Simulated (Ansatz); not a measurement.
# One shape, several levels: doublet BClO+

We compute a comparison of 6 runs (U-r2SCAN0/STO-3G, U-revPBE/STO-3G, UCAM-B3LYP/STO-3G, UPBE0/STO-3G, UCCSDTQ/STO-3G, UCCSD/STO-3G) of doublet BClO+. 

The results are computed with Ansatz 0.2.0.

61 further runs of the same task are left out: 15 that didn't finish, 46 set aside as unsound or not needed.

## 1. The structure to begin with

BClO+ has 3 atoms, charge +1, and is taken as a doublet. SMILES of the parent species: `O=BCl`. Geometry: relaxed at GFN2-xTB. That shape belongs to the parent species and isn't relaxed for this state.

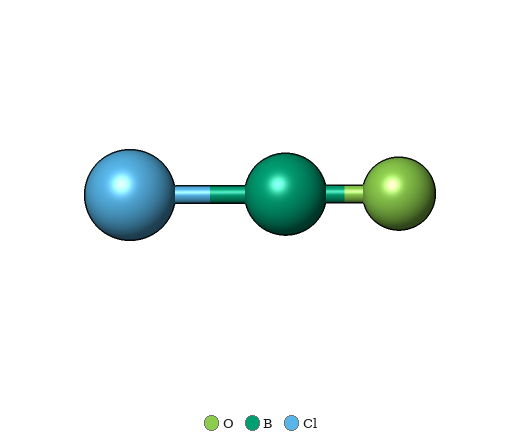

Viewed from a chosen angle; oxygen green, boron teal, chlorine blue.

## 2. The energy at U-r2SCAN0/STO-3G (run 1)

File run.yaml:

```yaml
crystal:
  periodic: [false, false, false]
  atoms:
    - {symbol: O, position_ang: [1.019560, 0.606200, 0.626990]}
    - {symbol: B, position_ang: [0.113080, 0.066620, 0.069470]}
    - {symbol: Cl, position_ang: [-1.132640, -0.672810, -0.696460]}
basis:
  gaussian: {orbitals: STO-3G}
hamiltonian: {xc: {name: r2SCAN0}}
accuracy: high
magnetization: {spin_polarized: true, initial_magnetization: 1}
total_charge: 1
```

Run with:

```bash
$ ansatz run run.yaml --threads 1 --pin off --max-ram 2610MiB --events-out events.jsonl --progress --plain --runs-dir runs
```

Log:

```text
Warning: RAYON_NUM_THREADS=1 ignored (pool sized by the plan → 1); use --threads N
Functional definition: r2SCAN0
  name "r2SCAN0"
  parameter a = 0.25
  parameter k0 = 0.174
  parameter k1 = 0.065
  parameter a1 = 4.9479
  exchange = (1 - a)*r2scan_x(k0 = k0, k1 = k1, a1 = a1) + a*exact_x
  correlation = r2scan_c
323 factors; integrals over basis functions are off by at most 2.9e-8 eV
mean field evaluation 1: about -15055.9484 eV, gradient 2.9e1 eV
mean field evaluation 2: about -15006.5540 eV, gradient 1.0e2 eV
mean field evaluation 4: about -15062.0280 eV, gradient 3.7e0 eV
mean field evaluation 8: about -15062.1529 eV, gradient 1.4e-1 eV
mean field evaluation 16: about -15062.1531 eV, gradient 3.7e-5 eV
mean field evaluation 32: about -15062.1531 eV, gradient 2.1e-5 eV
mean field evaluation 64: about -15062.1530 eV, gradient 9.0e-2 eV
mean field -15062.15311486 eV, -553.5239174771 hartree, gradient 5.4e-8 eV, S^2 0.774540; 5 other end points of the search recorded, 0 dependent functions left out
reference -15062.15311521 eV, -553.5239174898 hartree; 15, 14 occupied and 4, 5 virtual orbitals, 323 factors
Total energy: -15062.15311521 eV, -553.5239174898 hartree
```

Run time: 74 s. Hardware: 1 thread of Arm Neoverse V1, shared host; peak memory 0.2 GiB.

## 3. A single-point energy at U-revPBE/STO-3G (run 2)

File run.yaml:

```yaml
crystal:
  periodic: [false, false, false]
  atoms:
    - {symbol: O, position_ang: [1.019560, 0.606200, 0.626990]}
    - {symbol: B, position_ang: [0.113080, 0.066620, 0.069470]}
    - {symbol: Cl, position_ang: [-1.132640, -0.672810, -0.696460]}
basis:
  gaussian:
    orbitals: STO-3G
total_charge: 1
magnetization:
  spin_polarized: true
  initial_magnetization: 1
hamiltonian:
  xc: {name: revPBE}
accuracy: high
```

Run with:

```bash
$ ansatz run run.yaml --threads 1 --pin off --max-ram 2610MiB --events-out events.jsonl --progress --plain --runs-dir runs
```

Log:

```text
Warning: RAYON_NUM_THREADS=1 ignored (pool sized by the plan → 1); use --threads N
Functional definition: revPBE
  name "revPBE"
  parameter kappa = 1.245
  parameter beta = 0.06672455060314922
  exchange = pbe_x(kappa = kappa, mu = beta*pi^2/3)
  correlation = pbe_c(beta = beta)
323 factors; integrals over basis functions are off by at most 2.9e-8 eV
mean field evaluation 1: about -15054.3525 eV, gradient 3.0e1 eV
mean field evaluation 2: about -14943.9989 eV, gradient 1.3e2 eV
mean field evaluation 4: about -15059.9497 eV, gradient 9.5e0 eV
mean field evaluation 8: about -15060.7525 eV, gradient 1.5e-1 eV
mean field evaluation 16: about -15060.7527 eV, gradient 5.8e-6 eV
mean field evaluation 32: about -15060.7527 eV, gradient 1.9e-8 eV
mean field evaluation 64: about -15060.7505 eV, gradient 3.2e-1 eV
mean field evaluation 96: about -15058.3246 eV, gradient 5.7e0 eV
mean field -15060.75274412 eV, -553.4724548016 hartree, gradient 1.0e-8 eV, S^2 0.756486; 6 other end points of the search recorded, 0 dependent functions left out
reference -15060.75274578 eV, -553.4724548627 hartree; 15, 14 occupied and 4, 5 virtual orbitals, 323 factors
Total energy: -15060.75274578 eV, -553.4724548627 hartree
```

It took 27 s on 1 thread of Arm Neoverse V1, shared host; peak memory 0.12 GiB.

Run 3 isn't shown in full; the table further down has it.

## 4. A single-point energy at UPBE0/STO-3G (run 4)

File in.yaml:

```yaml
crystal:
  periodic: [false, false, false]
  atoms:
    - symbol: O
      position_ang: [1.019560, 0.606200, 0.626990]
    - symbol: B
      position_ang: [0.113080, 0.066620, 0.069470]
    - symbol: Cl
      position_ang: [-1.132640, -0.672810, -0.696460]
basis:
  gaussian: {orbitals: STO-3G}
total_charge: 1
magnetization: {spin_polarized: true, initial_magnetization: 1}
hamiltonian: {xc: {name: PBE0}}
accuracy: high
```

Run with:

```bash
$ ansatz run in.yaml --threads 1 --pin off --max-ram 2610MiB --events-out events.jsonl --progress --plain --runs-dir runs
```

Log:

```text
Warning: RAYON_NUM_THREADS=1 ignored (pool sized by the plan → 1); use --threads N
Functional definition: PBE0
  name "PBE0"
[... 1 set-up line as earlier in the session ...]
  parameter kappa = 0.804
[... 1 set-up line as earlier in the session ...]
  exchange = (1 - a)*pbe_x(kappa = kappa, mu = beta*pi^2/3) + a*exact_x
[... 1 set-up line as earlier in the session ...]
323 factors; integrals over basis functions are off by at most 2.9e-8 eV
mean field evaluation 1: about -15050.7829 eV, gradient 2.9e1 eV
mean field evaluation 2: about -14993.9264 eV, gradient 1.1e2 eV
mean field evaluation 4: about -15056.8518 eV, gradient 3.4e0 eV
mean field evaluation 8: about -15056.9335 eV, gradient 9.2e-2 eV
mean field evaluation 16: about -15056.9336 eV, gradient 1.2e-5 eV
mean field evaluation 32: about -15056.9336 eV, gradient 4.0e-4 eV
mean field evaluation 64: about -15056.9336 eV, gradient 5.1e-7 eV
mean field evaluation 96: about -15056.9262 eV, gradient 5.5e-1 eV
mean field -15056.93360398 eV, -553.3321039901 hartree, gradient 6.1e-11 eV, S^2 0.768658; 1 other end points of the search recorded, 0 dependent functions left out
reference -15056.93360498 eV, -553.3321040268 hartree; 15, 14 occupied and 4, 5 virtual orbitals, 323 factors
Total energy: -15056.93360498 eV, -553.3321040268 hartree
```

Wall time 44 s (1 thread of Arm Neoverse V1, shared host); peak memory 0.12 GiB.

Run 5 isn't shown in full; the table further down has it.

## 5. The energy at UCCSD/STO-3G (run 6)

File in.yaml:

```yaml
crystal:
  periodic: [false, false, false]
  atoms:
    - {symbol: O, position_ang: [1.019560, 0.606200, 0.626990]}
    - {symbol: B, position_ang: [0.113080, 0.066620, 0.069470]}
    - {symbol: Cl, position_ang: [-1.132640, -0.672810, -0.696460]}
basis:
  gaussian:
    orbitals: STO-3G
total_charge: 1
magnetization:
  spin_polarized: true
  initial_magnetization: 1
correlation:
  method: ccsd
  frozen_orbitals: {B: 1, Cl: 5, O: 1}
accuracy: high
scf:
  omitted_lower_state_checks: [cluster_reference, increment]
```

Run with:

```bash
$ ansatz run in.yaml --threads 1 --pin off --max-ram 2610MiB --events-out events.jsonl --progress --plain --runs-dir runs
```

Log:

```text
Warning: RAYON_NUM_THREADS=1 ignored (pool sized by the plan → 1); use --threads N
[... 17 lines left out ...]
7 core orbitals not correlated: weight in the atoms' cores, before any rotation towards them, 1.000 or more for the frozen orbitals, at most 0.000 for the correlated occupied ones
[... 33 lines left out ...]
Total energy: -15037.36072485 eV, -552.6128139492 hartree
Checks for a lower state left out: cluster_reference, increment
```

Wall time 1.1 s (1 thread of Arm Neoverse V1, shared host).

## 6. All runs side by side

```
run              level  frozen core orbitals  energy (Eh)   ⟨S²⟩  wall time
  1   U-r2SCAN0/STO-3G                     –  -553.523917  0.775       74 s
  2    U-revPBE/STO-3G                     –  -553.472455  0.756       27 s
  3  UCAM-B3LYP/STO-3G                     –  -553.497420  0.772       42 s
  4       UPBE0/STO-3G                     –  -553.332104  0.769       44 s
  5     UCCSDTQ/STO-3G                     7  -552.621155  0.773    1.9 min
  6       UCCSD/STO-3G                     7  -552.612814  0.773      1.1 s
```

## 7. Results

```
                                          quantity          value
                               run 6: total energy  -552.61281 Eh
run 6: correlation energy (7 core orbitals frozen)     -110.3 mEh
          run 6: ⟨S²⟩ of the reference determinant          0.773
                              run 6: T1 diagnostic          0.064
```

**Reading.** Totals of different functionals can't be ranked against each other. In runs 1, 2, 3, 4, 5, 6 the basis is minimal, so the values are rough. All runs together took 5 min, the longest 1.9 min.
